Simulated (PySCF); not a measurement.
**C6H22N4Si2: density, localisation and related maps**

The calculation's input:

```
{"job": {"kind": "uv", "xc": "CAM-B3LYP", "basis": "def2-SVPD", "ip": false, "nstates": 10}, "charge": 0, "multiplicity": 1}
Si     0.214324    -0.211651    -0.045866
N      0.645033    -0.493923     1.610584
C      0.256341    -1.669936     2.343106
C      1.239541     0.532166     2.424678
N     -1.379117     0.463001    -0.197658
C     -1.847642     1.116253    -1.393683
C     -2.362546     0.380204     0.849704
N      1.288279     0.895515    -0.834011
C      2.460166     0.461681    -1.545074
C      1.178753     2.322642    -0.691285
N      0.229329    -1.764018    -0.829993
Si    -1.128782    -2.405862    -1.706894
H     -0.495928    -1.453269     3.129751
H     -0.175114    -2.417613     1.663013
H      1.124193    -2.135301     2.850686
H      0.536464     0.943299     3.177838
H      1.590139     1.366791     1.801665
H      2.117052     0.146071     2.978835
H     -2.160093     2.160621    -1.193311
H     -2.717884     0.595448    -1.838875
H     -1.051197     1.143944    -2.151232
H     -2.748349     1.381917     1.123286
H     -1.923497    -0.062691     1.754326
H     -3.235017    -0.238002     0.559065
H      2.520458     0.935214    -2.544412
H      3.400800     0.706334    -1.011579
H      2.430822    -0.625526    -1.704159
H      1.125121     2.828587    -1.675835
H      2.041853     2.761691    -0.150228
H      0.266953     2.583679    -0.134205
H      1.023319    -2.382270    -0.698050
H     -0.761056    -3.786874    -2.150102
H     -1.469632    -1.602309    -2.921957
H     -2.370893    -2.497113    -0.875047
```

Launched as:

```sh
OMP_NUM_THREADS=2 python probes_run.py task.json out
```

Geometry: PBE0-D3(BJ)/def2-SVP.

These are results of CAM-B3LYP/def2-SVPD, SCF density, gas phase in PySCF, not measurements.

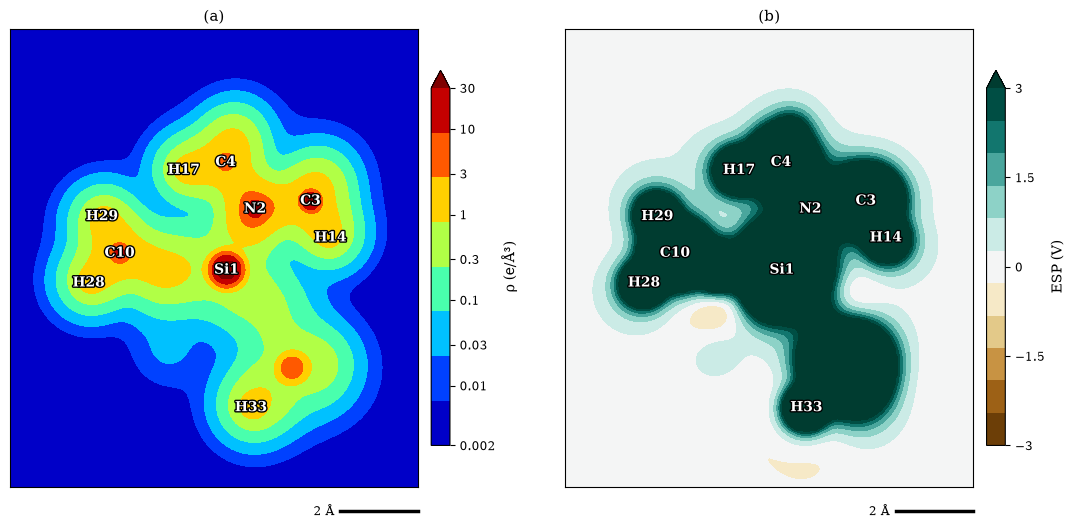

Figure 1. (a) total electron density; (b) molecular electrostatic potential on the plane of atoms Si1, N2 and C3.

Q: Read the bonding off the picture.

A: Atoms in the plane: Si, N, C and H.
C–N (1.44 Å): ρ at the midpoint is about 2 e/Å³.
Si–N (1.73 Å): the density is about 1.1 e/Å³ at the midpoint.
C–H (1.10 Å): ρ is about 2 e/Å³ halfway.
Outside the dense part of the molecule the potential is most negative (−0.7 V) near N8, which lies off the plane.

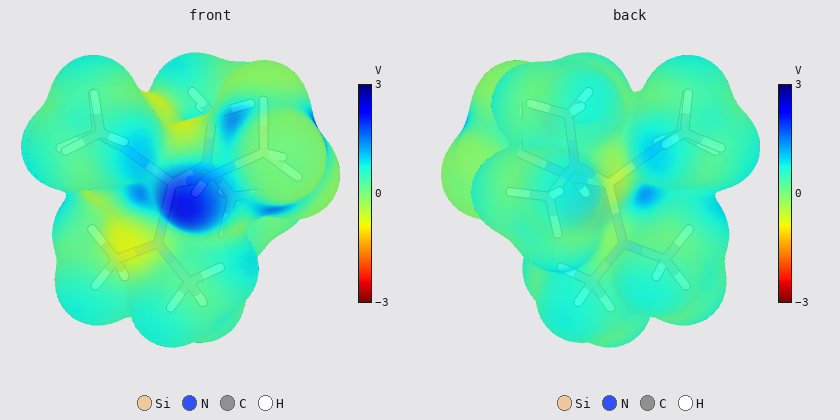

Figure 2. The electrostatic potential painted on the density surface at 0.004 e/bohr³, seen from the front and from behind; the colour scale runs from red (negative) to blue (positive).

Q: Describe the electrostatic potential map.

A: The most negative region (about −0.7 V) lies over N2, N8 and N11, the most positive (about +2.1 V) over H31.
